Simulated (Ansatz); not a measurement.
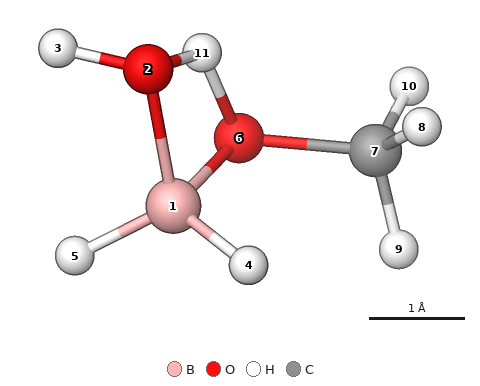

Fig. 1: The input geometry (ball-and-stick view, seen at a tilt; atoms are numbered from 1 in the order of the input). Bond lengths as drawn: B–H 1.21 Å, B–O 1.58 to 1.60 Å, C–H 1.10 to 1.11 Å, C–O 1.44 Å and H–O 0.98 to 1.26 Å.

**Molecular dynamics of CH7BO2 (part 1 of 3)**

The run: molecular dynamics of CH7BO2. Method and program: RKS revPBE-D4/6-31G* (Ansatz 0.2.0).

It belongs to a series of runs on one base structure; here: dynamics from the highest image of the converged band. Figures and captions count atoms from 1; the log counts them from 0 in places.

Log
```
Engine: ansatz 0.2.0, aarch64-unknown-linux-gnu
Functional definition: revPBE
  parameter kappa = 1.245
  parameter beta = 0.06672455060314922
  exchange = pbe_x(kappa = kappa, mu = beta*pi^2/3)
  correlation = pbe_c(beta = beta)
902 factors; their error is unknown
mean field evaluation 1: about -5913.3415 eV, gradient 5.5e1 eV
mean field evaluation 2: about -5904.3366 eV, gradient 8.8e1 eV
mean field evaluation 4: about -5919.2489 eV, gradient 3.7e0 eV
mean field evaluation 8: about -5919.2796 eV, gradient 1.8e-1 eV
mean field evaluation 16: about -5919.2231 eV, gradient 5.0e-5 eV
mean field -5919.22312952 eV, -217.5274378162 hartree, gradient 5.0e-5 eV, S^2 0.000000; 0 other end points of the search recorded, 0 dependent functions left out
the calculation of the forces begins
reference -5919.22315859 eV, -217.5274388848 hartree; 17, 17 occupied and 57, 57 virtual orbitals, 902 factors
md step     0: t =     0.00 fs  T =   100.0 K  F+E_penalty+E_count = -5919.76685872 eV  E_kin = 0.116334 eV  conserved = -5919.65052472 eV  (26 SCF iters)
these checks for a lower state are left out or cut short: starts, cluster_reference, orbital_swaps, neighbouring_geometries, increment
902 factors; their error is unknown
mean field -5919.22068610 eV, -217.5273480224 hartree, gradient 1.8e-5 eV, S^2 0.000000; 0 other end points of the search recorded, 0 dependent functions left out
the calculation of the forces begins
reference -5919.22071520 eV, -217.5273490915 hartree; 17, 17 occupied and 57, 57 virtual orbitals, 902 factors
md step     1: t =     0.50 fs  T =    97.9 K  F+E_penalty+E_count = -5919.76439057 eV  E_kin = 0.113903 eV  conserved = -5919.65048779 eV  (30 SCF iters, 3 dispersion substeps)
[... from here on the SCF iterations and repeated set-up lines of each step are left out, up to the last step ...]
md step     2: t =     1.00 fs  T =    91.7 K  F+E_penalty+E_count = -5919.75705158 eV  E_kin = 0.106672 eV  conserved = -5919.65037910 eV  (30 SCF iters, 3 dispersion substeps)
md step     3: t =     1.50 fs  T =    82.8 K  F+E_penalty+E_count = -5919.74654496 eV  E_kin = 0.096309 eV  conserved = -5919.65023615 eV  (30 SCF iters, 3 dispersion substeps)
md step     4: t =     2.00 fs  T =    73.1 K  F+E_penalty+E_count = -5919.73510963 eV  E_kin = 0.085003 eV  conserved = -5919.65010713 eV  (30 SCF iters, 3 dispersion substeps)
md step     5: t =     2.50 fs  T =    64.2 K  F+E_penalty+E_count = -5919.72477361 eV  E_kin = 0.074743 eV  conserved = -5919.65003043 eV  (30 SCF iters, 3 dispersion substeps)
md step     6: t =     3.00 fs  T =    57.4 K  F+E_penalty+E_count = -5919.71675799 eV  E_kin = 0.066739 eV  conserved = -5919.65001891 eV  (30 SCF iters, 3 dispersion substeps)
md step     7: t =     3.50 fs  T =    52.6 K  F+E_penalty+E_count = -5919.71127042 eV  E_kin = 0.061212 eV  conserved = -5919.65005820 eV  (31 SCF iters, 3 dispersion substeps)
md step     8: t =     4.00 fs  T =    49.5 K  F+E_penalty+E_count = -5919.70771764 eV  E_kin = 0.057599 eV  conserved = -5919.65011853 eV  (31 SCF iters, 3 dispersion substeps)
md step     9: t =     4.50 fs  T =    47.3 K  F+E_penalty+E_count = -5919.70516217 eV  E_kin = 0.054991 eV  conserved = -5919.65017071 eV  (30 SCF iters, 3 dispersion substeps)
md step    10: t =     5.00 fs  T =    45.2 K  F+E_penalty+E_count = -5919.70278212 eV  E_kin = 0.052586 eV  conserved = -5919.65019659 eV  (30 SCF iters, 3 dispersion substeps)
md step    11: t =     5.50 fs  T =    43.0 K  F+E_penalty+E_count = -5919.70016845 eV  E_kin = 0.049978 eV  conserved = -5919.65019084 eV  (31 SCF iters, 3 dispersion substeps)
md step    12: t =     6.00 fs  T =    40.6 K  F+E_penalty+E_count = -5919.69741679 eV  E_kin = 0.047258 eV  conserved = -5919.65015856 eV  (31 SCF iters, 3 dispersion substeps)
md step    13: t =     6.50 fs  T =    38.6 K  F+E_penalty+E_count = -5919.69504558 eV  E_kin = 0.044933 eV  conserved = -5919.65011249 eV  (31 SCF iters, 3 dispersion substeps)
md step    14: t =     7.00 fs  T =    37.6 K  F+E_penalty+E_count = -5919.69378938 eV  E_kin = 0.043719 eV  conserved = -5919.65007033 eV  (31 SCF iters, 3 dispersion substeps)
md step    15: t =     7.50 fs  T =    38.1 K  F+E_penalty+E_count = -5919.69431606 eV  E_kin = 0.044266 eV  conserved = -5919.65005028 eV  (30 SCF iters, 3 dispersion substeps)
md step    16: t =     8.00 fs  T =    40.3 K  F+E_penalty+E_count = -5919.69693846 eV  E_kin = 0.046873 eV  conserved = -5919.65006518 eV  (30 SCF iters, 3 dispersion substeps)
md step    17: t =     8.50 fs  T =    44.1 K  F+E_penalty+E_count = -5919.70142160 eV  E_kin = 0.051307 eV  conserved = -5919.65011497 eV  (27 SCF iters, 3 dispersion substeps)
md step    18: t =     9.00 fs  T =    48.8 K  F+E_penalty+E_count = -5919.70699274 eV  E_kin = 0.056809 eV  conserved = -5919.65018378 eV  (30 SCF iters, 3 dispersion substeps)
md step    19: t =     9.50 fs  T =    53.6 K  F+E_penalty+E_count = -5919.71258881 eV  E_kin = 0.062343 eV  conserved = -5919.65024608 eV  (30 SCF iters, 3 dispersion substeps)
md step    20: t =    10.00 fs  T =    57.6 K  F+E_penalty+E_count = -5919.71724526 eV  E_kin = 0.066965 eV  conserved = -5919.65028012 eV  (30 SCF iters, 3 dispersion substeps)
md step    21: t =    10.50 fs  T =    60.3 K  F+E_penalty+E_count = -5919.72042487 eV  E_kin = 0.070145 eV  conserved = -5919.65027990 eV  (30 SCF iters, 3 dispersion substeps)
md step    22: t =    11.00 fs  T =    61.8 K  F+E_penalty+E_count = -5919.72210533 eV  E_kin = 0.071847 eV  conserved = -5919.65025812 eV  (30 SCF iters, 3 dispersion substeps)
md step    23: t =    11.50 fs  T =    62.2 K  F+E_penalty+E_count = -5919.72259345 eV  E_kin = 0.072359 eV  conserved = -5919.65023469 eV  (30 SCF iters, 3 dispersion substeps)
md step    24: t =    12.00 fs  T =    61.9 K  F+E_penalty+E_count = -5919.72222737 eV  E_kin = 0.072005 eV  conserved = -5919.65022237 eV  (30 SCF iters, 3 dispersion substeps)
md step    25: t =    12.50 fs  T =    61.0 K  F+E_penalty+E_count = -5919.72118774 eV  E_kin = 0.070969 eV  conserved = -5919.65021868 eV  (30 SCF iters, 3 dispersion substeps)
md step    26: t =    13.00 fs  T =    59.6 K  F+E_penalty+E_count = -5919.71953268 eV  E_kin = 0.069322 eV  conserved = -5919.65021107 eV  (30 SCF iters, 3 dispersion substeps)
md step    27: t =    13.50 fs  T =    57.8 K  F+E_penalty+E_count = -5919.71738219 eV  E_kin = 0.067193 eV  conserved = -5919.65018908 eV  (31 SCF iters, 3 dispersion substeps)
md step    28: t =    14.00 fs  T =    55.8 K  F+E_penalty+E_count = -5919.71507584 eV  E_kin = 0.064923 eV  conserved = -5919.65015271 eV  (30 SCF iters, 3 dispersion substeps)
md step    29: t =    14.50 fs  T =    54.2 K  F+E_penalty+E_count = -5919.71317510 eV  E_kin = 0.063063 eV  conserved = -5919.65011246 eV  (30 SCF iters, 3 dispersion substeps)
md step    30: t =    15.00 fs  T =    53.5 K  F+E_penalty+E_count = -5919.71230550 eV  E_kin = 0.062223 eV  conserved = -5919.65008298 eV  (30 SCF iters, 3 dispersion substeps)
md step    31: t =    15.50 fs  T =    54.0 K  F+E_penalty+E_count = -5919.71293221 eV  E_kin = 0.062857 eV  conserved = -5919.65007548 eV  (30 SCF iters, 3 dispersion substeps)
md step    32: t =    16.00 fs  T =    56.0 K  F+E_penalty+E_count = -5919.71518568 eV  E_kin = 0.065093 eV  conserved = -5919.65009267 eV  (30 SCF iters, 3 dispersion substeps)
md step    33: t =    16.50 fs  T =    59.0 K  F+E_penalty+E_count = -5919.71881747 eV  E_kin = 0.068690 eV  conserved = -5919.65012767 eV  (30 SCF iters, 3 dispersion substeps)
md step    34: t =    17.00 fs  T =    62.9 K  F+E_penalty+E_count = -5919.72330515 eV  E_kin = 0.073138 eV  conserved = -5919.65016667 eV  (30 SCF iters, 3 dispersion substeps)
md step    35: t =    17.50 fs  T =    66.9 K  F+E_penalty+E_count = -5919.72806672 eV  E_kin = 0.077872 eV  conserved = -5919.65019438 eV  (27 SCF iters, 3 dispersion substeps)
md step    36: t =    18.00 fs  T =    70.9 K  F+E_penalty+E_count = -5919.73270066 eV  E_kin = 0.082501 eV  conserved = -5919.65019972 eV  (30 SCF iters, 3 dispersion substeps)
md step    37: t =    18.50 fs  T =    74.8 K  F+E_penalty+E_count = -5919.73715552 eV  E_kin = 0.086973 eV  conserved = -5919.65018209 eV  (31 SCF iters, 3 dispersion substeps)
md step    38: t =    19.00 fs  T =    78.7 K  F+E_penalty+E_count = -5919.74174253 eV  E_kin = 0.091591 eV  conserved = -5919.65015189 eV  (30 SCF iters, 3 dispersion substeps)
md step    39: t =    19.50 fs  T =    83.2 K  F+E_penalty+E_count = -5919.74696849 eV  E_kin = 0.096840 eV  conserved = -5919.65012823 eV  (30 SCF iters, 3 dispersion substeps)
md step    40: t =    20.00 fs  T =    88.6 K  F+E_penalty+E_count = -5919.75323844 eV  E_kin = 0.103108 eV  conserved = -5919.65013003 eV  (30 SCF iters, 3 dispersion substeps)
md step    41: t =    20.50 fs  T =    94.9 K  F+E_penalty+E_count = -5919.76056561 eV  E_kin = 0.110401 eV  conserved = -5919.65016471 eV  (30 SCF iters, 3 dispersion substeps)
md step    42: t =    21.00 fs  T =   101.6 K  F+E_penalty+E_count = -5919.76845890 eV  E_kin = 0.118238 eV  conserved = -5919.65022089 eV  (30 SCF iters, 3 dispersion substeps)
md step    43: t =    21.50 fs  T =   108.2 K  F+E_penalty+E_count = -5919.77609462 eV  E_kin = 0.125823 eV  conserved = -5919.65027156 eV  (30 SCF iters, 3 dispersion substeps)
md step    44: t =    22.00 fs  T =   113.8 K  F+E_penalty+E_count = -5919.78272115 eV  E_kin = 0.132432 eV  conserved = -5919.65028898 eV  (29 SCF iters, 3 dispersion substeps)
md step    45: t =    22.50 fs  T =   118.5 K  F+E_penalty+E_count = -5919.78808426 eV  E_kin = 0.137824 eV  conserved = -5919.65025984 eV  (29 SCF iters, 3 dispersion substeps)
md step    46: t =    23.00 fs  T =   122.4 K  F+E_penalty+E_count = -5919.79263452 eV  E_kin = 0.142441 eV  conserved = -5919.65019332 eV  (30 SCF iters, 3 dispersion substeps)
md step    47: t =    23.50 fs  T =   126.6 K  F+E_penalty+E_count = -5919.79739660 eV  E_kin = 0.147281 eV  conserved = -5919.65011569 eV  (30 SCF iters, 3 dispersion substeps)
md step    48: t =    24.00 fs  T =   132.0 K  F+E_penalty+E_count = -5919.80357035 eV  E_kin = 0.153513 eV  conserved = -5919.65005783 eV  (30 SCF iters, 3 dispersion substeps)
md step    49: t =    24.50 fs  T =   139.3 K  F+E_penalty+E_count = -5919.81205458 eV  E_kin = 0.162012 eV  conserved = -5919.65004236 eV  (30 SCF iters, 3 dispersion substeps)
md step    50: t =    25.00 fs  T =   148.7 K  F+E_penalty+E_count = -5919.82309331 eV  E_kin = 0.173017 eV  conserved = -5919.65007652 eV  (30 SCF iters, 3 dispersion substeps)
md step    51: t =    25.50 fs  T =   159.9 K  F+E_penalty+E_count = -5919.83616205 eV  E_kin = 0.186012 eV  conserved = -5919.65014967 eV  (30 SCF iters, 3 dispersion substeps)
md step    52: t =    26.00 fs  T =   171.8 K  F+E_penalty+E_count = -5919.85011970 eV  E_kin = 0.199880 eV  conserved = -5919.65023976 eV  (30 SCF iters, 3 dispersion substeps)
md step    53: t =    26.50 fs  T =   183.3 K  F+E_penalty+E_count = -5919.86356079 eV  E_kin = 0.213243 eV  conserved = -5919.65031766 eV  (30 SCF iters, 3 dispersion substeps)
md step    54: t =    27.00 fs  T =   193.3 K  F+E_penalty+E_count = -5919.87527745 eV  E_kin = 0.224922 eV  conserved = -5919.65035500 eV  (28 SCF iters, 3 dispersion substeps)
md step    55: t =    27.50 fs  T =   201.5 K  F+E_penalty+E_count = -5919.88470853 eV  E_kin = 0.234376 eV  conserved = -5919.65033235 eV  (30 SCF iters, 3 dispersion substeps)
md step    56: t =    28.00 fs  T =   208.0 K  F+E_penalty+E_count = -5919.89223949 eV  E_kin = 0.241991 eV  conserved = -5919.65024834 eV  (29 SCF iters, 3 dispersion substeps)
md step    57: t =    28.50 fs  T =   214.1 K  F+E_penalty+E_count = -5919.89921206 eV  E_kin = 0.249086 eV  conserved = -5919.65012628 eV  (30 SCF iters, 3 dispersion substeps)
md step    58: t =    29.00 fs  T =   221.4 K  F+E_penalty+E_count = -5919.90755122 eV  E_kin = 0.257540 eV  conserved = -5919.65001091 eV  (30 SCF iters, 3 dispersion substeps)
md step    59: t =    29.50 fs  T =   231.3 K  F+E_penalty+E_count = -5919.91905782 eV  E_kin = 0.269102 eV  conserved = -5919.64995576 eV  (30 SCF iters, 3 dispersion substeps)
md step    60: t =    30.00 fs  T =   244.6 K  F+E_penalty+E_count = -5919.93459448 eV  E_kin = 0.284597 eV  conserved = -5919.64999714 eV  (30 SCF iters, 3 dispersion substeps)
md step    61: t =    30.50 fs  T =   260.8 K  F+E_penalty+E_count = -5919.95353813 eV  E_kin = 0.303404 eV  conserved = -5919.65013446 eV  (28 SCF iters, 3 dispersion substeps)
md step    62: t =    31.00 fs  T =   278.1 K  F+E_penalty+E_count = -5919.97380825 eV  E_kin = 0.323485 eV  conserved = -5919.65032374 eV  (29 SCF iters, 3 dispersion substeps)
md step    63: t =    31.50 fs  T =   294.0 K  F+E_penalty+E_count = -5919.99254263 eV  E_kin = 0.342047 eV  conserved = -5919.65049574 eV  (28 SCF iters, 3 dispersion substeps)
md step    64: t =    32.00 fs  T =   306.5 K  F+E_penalty+E_count = -5920.00716065 eV  E_kin = 0.356575 eV  conserved = -5919.65058515 eV  (28 SCF iters, 3 dispersion substeps)
md step    65: t =    32.50 fs  T =   314.4 K  F+E_penalty+E_count = -5920.01635459 eV  E_kin = 0.365794 eV  conserved = -5919.65056107 eV  (30 SCF iters, 3 dispersion substeps)
md step    66: t =    33.00 fs  T =   318.1 K  F+E_penalty+E_count = -5920.02054808 eV  E_kin = 0.370105 eV  conserved = -5919.65044301 eV  (30 SCF iters, 3 dispersion substeps)
md step    67: t =    33.50 fs  T =   319.2 K  F+E_penalty+E_count = -5920.02158501 eV  E_kin = 0.371292 eV  conserved = -5919.65029299 eV  (30 SCF iters, 3 dispersion substeps)
md step    68: t =    34.00 fs  T =   319.4 K  F+E_penalty+E_count = -5920.02178165 eV  E_kin = 0.371598 eV  conserved = -5919.65018378 eV  (30 SCF iters, 3 dispersion substeps)
md step    69: t =    34.50 fs  T =   320.3 K  F+E_penalty+E_count = -5920.02282623 eV  E_kin = 0.372667 eV  conserved = -5919.65015917 eV  (28 SCF iters, 3 dispersion substeps)
md step    70: t =    35.00 fs  T =   322.3 K  F+E_penalty+E_count = -5920.02511376 eV  E_kin = 0.374901 eV  conserved = -5919.65021324 eV  (28 SCF iters, 3 dispersion substeps)
md step    71: t =    35.50 fs  T =   324.5 K  F+E_penalty+E_count = -5920.02783241 eV  E_kin = 0.377533 eV  conserved = -5919.65029974 eV  (29 SCF iters, 3 dispersion substeps)
md step    72: t =    36.00 fs  T =   326.0 K  F+E_penalty+E_count = -5920.02966222 eV  E_kin = 0.379299 eV  conserved = -5919.65036304 eV  (29 SCF iters, 3 dispersion substeps)
md step    73: t =    36.50 fs  T =   326.0 K  F+E_penalty+E_count = -5920.02963320 eV  E_kin = 0.379267 eV  conserved = -5919.65036647 eV  (29 SCF iters, 3 dispersion substeps)
md step    74: t =    37.00 fs  T =   324.4 K  F+E_penalty+E_count = -5920.02770459 eV  E_kin = 0.377400 eV  conserved = -5919.65030494 eV  (26 SCF iters, 3 dispersion substeps)
md step    75: t =    37.50 fs  T =   322.0 K  F+E_penalty+E_count = -5920.02484734 eV  E_kin = 0.374643 eV  conserved = -5919.65020451 eV  (29 SCF iters, 3 dispersion substeps)
md step    76: t =    38.00 fs  T =   320.2 K  F+E_penalty+E_count = -5920.02264185 eV  E_kin = 0.372532 eV  conserved = -5919.65010982 eV  (29 SCF iters, 3 dispersion substeps)
md step    77: t =    38.50 fs  T =   320.2 K  F+E_penalty+E_count = -5920.02258365 eV  E_kin = 0.372519 eV  conserved = -5919.65006418 eV  (29 SCF iters, 3 dispersion substeps)
md step    78: t =    39.00 fs  T =   322.6 K  F+E_penalty+E_count = -5920.02540583 eV  E_kin = 0.375317 eV  conserved = -5919.65008903 eV  (30 SCF iters, 3 dispersion substeps)
md step    79: t =    39.50 fs  T =   327.1 K  F+E_penalty+E_count = -5920.03074079 eV  E_kin = 0.380568 eV  conserved = -5919.65017271 eV  (30 SCF iters, 3 dispersion substeps)
md step    80: t =    40.00 fs  T =   332.7 K  F+E_penalty+E_count = -5920.03729878 eV  E_kin = 0.387024 eV  conserved = -5919.65027501 eV  (30 SCF iters, 3 dispersion substeps)
md step    81: t =    40.50 fs  T =   337.9 K  F+E_penalty+E_count = -5920.04348600 eV  E_kin = 0.393139 eV  conserved = -5919.65034705 eV  (30 SCF iters, 3 dispersion substeps)
md step    82: t =    41.00 fs  T =   342.0 K  F+E_penalty+E_count = -5920.04816319 eV  E_kin = 0.397810 eV  conserved = -5919.65035346 eV  (30 SCF iters, 3 dispersion substeps)
md step    83: t =    41.50 fs  T =   344.6 K  F+E_penalty+E_count = -5920.05119203 eV  E_kin = 0.400902 eV  conserved = -5919.65029020 eV  (30 SCF iters, 3 dispersion substeps)
md step    84: t =    42.00 fs  T =   346.7 K  F+E_penalty+E_count = -5920.05349870 eV  E_kin = 0.403309 eV  conserved = -5919.65018993 eV  (30 SCF iters, 3 dispersion substeps)
md step    85: t =    42.50 fs  T =   349.4 K  F+E_penalty+E_count = -5920.05657016 eV  E_kin = 0.406459 eV  conserved = -5919.65011088 eV  (29 SCF iters, 3 dispersion substeps)
md step    86: t =    43.00 fs  T =   353.7 K  F+E_penalty+E_count = -5920.06156579 eV  E_kin = 0.411459 eV  conserved = -5919.65010719 eV  (29 SCF iters, 3 dispersion substeps)
md step    87: t =    43.50 fs  T =   359.6 K  F+E_penalty+E_count = -5920.06850709 eV  E_kin = 0.418314 eV  conserved = -5919.65019303 eV  (30 SCF iters, 3 dispersion substeps)
md step    88: t =    44.00 fs  T =   366.0 K  F+E_penalty+E_count = -5920.07607142 eV  E_kin = 0.425742 eV  conserved = -5919.65032921 eV  (30 SCF iters, 3 dispersion substeps)
md step    89: t =    44.50 fs  T =   371.1 K  F+E_penalty+E_count = -5920.08218257 eV  E_kin = 0.431737 eV  conserved = -5919.65044582 eV  (30 SCF iters, 3 dispersion substeps)
md step    90: t =    45.00 fs  T =   373.6 K  F+E_penalty+E_count = -5920.08506736 eV  E_kin = 0.434584 eV  conserved = -5919.65048326 eV  (30 SCF iters, 3 dispersion substeps)
md step    91: t =    45.50 fs  T =   372.8 K  F+E_penalty+E_count = -5920.08417001 eV  E_kin = 0.433748 eV  conserved = -5919.65042156 eV  (30 SCF iters, 3 dispersion substeps)
md step    92: t =    46.00 fs  T =   369.8 K  F+E_penalty+E_count = -5920.08046833 eV  E_kin = 0.430183 eV  conserved = -5919.65028505 eV  (27 SCF iters, 3 dispersion substeps)
```
